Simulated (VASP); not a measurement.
Band structure of Nb (bcc). Method: MS2 meta-GGA, VASP's PBE PAW potentials (set 64) (plane waves; VASP).

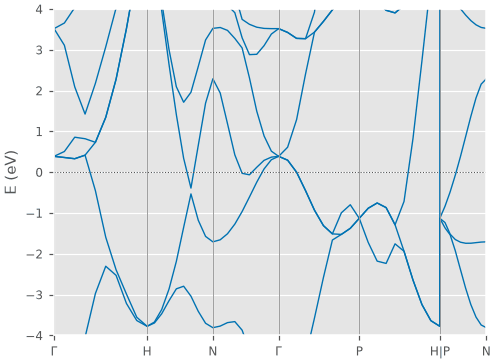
Bands along high-symmetry lines, zero at the valence-band maximum or, without a gap, the Fermi level

Question: Read the plot: is there a gap, and where are the band edges?

Answer: It has no gap at this level: it comes out as a metal or semimetal.

The compound is Nb in the bcc structure. It was relaxed first.
